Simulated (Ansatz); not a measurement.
# C₃H₉InS₃: up Jacob's ladder to CCSD(T)

How much do the methods differ for C₃H₉InS₃? The plan is to run it at one geometry with functionals of several rungs and with coupled cluster, and see how far each lands from CCSD(T) at the basis-set limit for the atomisation energy.

Method: functionals in def2-TZVPP, the program's frozen cores in correlated methods; program: Ansatz 0.2.0, Gaussian basis.

Levels to be run: LDA (SPW92), PBE-D4, revPBE-D4, BLYP-D4, r2SCAN-D4, B97M-V, PBE0-D4, B3LYP-D4, r2SCANh-D4, r2SCAN0-D4, HSE06-D4, BHLYP-D4, CAM-B3LYP-D4, LC-ωPBE, ωB97X-V, ωB97M-V, B2PLYP, PBE-QIDH; CCSD(T)/def2-SVP; CCSD(T)/def2-TZVPP; MP2/def2-QZVPP; extrapolation to the limit; RPA on PBE.

**1. The relaxed structure**

The geometry comes from an earlier relaxation with PBE0-D4 in a triple-zeta def2 set; it is a stationary point, not always the lowest conformer. In takes the def2 core potential; no spin-orbit term is included.

SMILES `C[S][In]([S]C)[S]C`, 16 atoms, charge 0, spin multiplicity 1.

Atoms are counted from 1 here; the program's logs count them from 0.

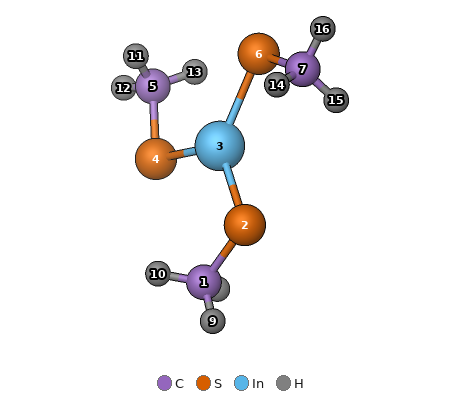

The geometry (carbon purple, sulfur orange, indium blue, hydrogen grey); atoms are numbered from 1 in the order of the file.

Coordinates:

```
C    -2.76418    1.67152    0.38093
S    -1.11917    2.07246   -0.29091
In    0.00041    0.00008    0.00021
S    -1.14552   -1.84239    0.96200
C     0.16241   -3.11005    0.93922
S     2.26555   -0.22962   -0.67014
C     2.60164    1.43848   -1.32022
H    -2.70943    1.39270    1.43218
H    -3.36368    2.57734    0.28975
H    -3.24464    0.87567   -0.18626
H     0.49310   -3.32540   -0.07576
H    -0.27622   -4.01333    1.36341
H     1.01499   -2.81537    1.54928
H     1.95849    1.67476   -2.16666
H     2.48834    2.19852   -0.54863
H     3.63791    1.43461   -1.65840
```

**2. LDA**

This LDA is Slater exchange with PW92 correlation.

Contents of in.yaml:

```yaml
crystal:
  periodic: [false, false, false]
  atoms:
    - {symbol: C, position_ang: [-2.764182, 1.671518, 0.380928]}
    - {symbol: S, position_ang: [-1.119168, 2.072465, -0.290910]}
    - {symbol: In, position_ang: [0.000408, 0.000084, 0.000213]}
    - {symbol: S, position_ang: [-1.145515, -1.842386, 0.961999]}
    - {symbol: C, position_ang: [0.162406, -3.110048, 0.939225]}
    - {symbol: S, position_ang: [2.265551, -0.229618, -0.670141]}
    - {symbol: C, position_ang: [2.601639, 1.438476, -1.320224]}
    - {symbol: H, position_ang: [-2.709429, 1.392704, 1.432179]}
    - {symbol: H, position_ang: [-3.363681, 2.577340, 0.289748]}
    - {symbol: H, position_ang: [-3.244637, 0.875674, -0.186264]}
    - {symbol: H, position_ang: [0.493101, -3.325398, -0.075757]}
    - {symbol: H, position_ang: [-0.276220, -4.013331, 1.363407]}
    - {symbol: H, position_ang: [1.014993, -2.815367, 1.549280]}
    - {symbol: H, position_ang: [1.958494, 1.674758, -2.166662]}
    - {symbol: H, position_ang: [2.488342, 2.198524, -0.548629]}
    - {symbol: H, position_ang: [3.637907, 1.434614, -1.658401]}
basis:
  gaussian: {orbitals: def2-TZVPP}
hamiltonian: {xc: lda}
output: {orbitals: {seedname: orbitals}}
```

Started as:

```
$ ansatz run in.yaml --threads 2 --pin off --events-out ev --progress --plain --max-ram 32768MiB --backend cuda --devices 0, --max-vram 18GiB
```

The runs that follow: PBE-D4 (GGA); revPBE-D4 (GGA); BLYP-D4 (GGA); r2SCAN-D4 (meta-GGA); B97M-V (meta-GGA); B3LYP-D4 (hybrid); r2SCANh-D4 (hybrid); r2SCAN0-D4 (hybrid); HSE06-D4 (hybrid); BHLYP-D4 (hybrid); CAM-B3LYP-D4 (range-separated); LC-ωPBE (range-separated); ωB97X-V (range-separated); ωB97M-V (range-separated); B2PLYP (double hybrid); PBE-QIDH (double hybrid); CCSD(T) in def2-SVP; CCSD(T) in def2-TZVPP; MP2 in def2-QZVPP; RPA on PBE orbitals.

Before running them: what should the planned runs give, taken together? Wanted: atomisation energy, CCSD(T)/CBS; farthest beyond LDA; mean size of error, GGA; mean size of error, meta-GGA; mean size of error, hybrid; mean size of error, range-separated; mean size of error, double hybrid; gap, smallest and largest; T1 diagnostic.

As calculated:

| quantity | value |
| --- | --- |
| atomisation energy, CCSD(T)/CBS | 5544.0 kJ/mol |
| functionals within 55.4 kJ/mol (1.0 %) | revPBE-D4, r2SCAN-D4, B97M-V, PBE0-D4, B3LYP-D4, r2SCANh-D4, r2SCAN0-D4, HSE06-D4, CAM-B3LYP-D4, ωB97X-V, ωB97M-V, PBE-QIDH |
| farthest beyond LDA | BHLYP-D4 (-164.4 kJ/mol) |
| mean size of error, GGA | 66.6 kJ/mol |
| mean size of error, meta-GGA | 19.2 kJ/mol |
| mean size of error, hybrid | 51.1 kJ/mol |
| mean size of error, range-separated | 31.3 kJ/mol |
| mean size of error, double hybrid | 68.1 kJ/mol |
| gap, smallest and largest | 3.39 eV (LDA (SPW92)), 10.40 eV (LC-ωPBE) |
| T1 diagnostic | 0.0130 |
| triples share of the correlation energy | 4.2 % |

What this shows: The LDA atomisation energy is off by 773.1 kJ/mol (14 %): it overbinds. PBE-D4 is off by +87.0 kJ/mol. Double hybrids carry the basis error of their MP2 part in triple zeta, and no dispersion term here, so their miss is partly the set-up's. The rungs meta-GGA, range-separated, hybrid miss on average by less than the doubt on the reference (55.4 kJ/mol), so they tie. Misses under about 55.4 kJ/mol are within the doubt on the reference itself, which lacks core-valence correlation, spin-orbit coupling and higher excitations, and its outer-core shells are covered unevenly. All levels share the lack of spin-orbit coupling, which lowers the free heavy atoms and so the true binding. Hartree-Fock recovers 73 % of the binding; the rest is correlation. CCSD(T) in def2-SVP is off by -359.3 kJ/mol, so the small basis spoils what the method gains. Orbital gaps span 3.4 to 10.4 eV; exact exchange widens them. Correlated methods include outer-core shells of In, which these sets cover unevenly.
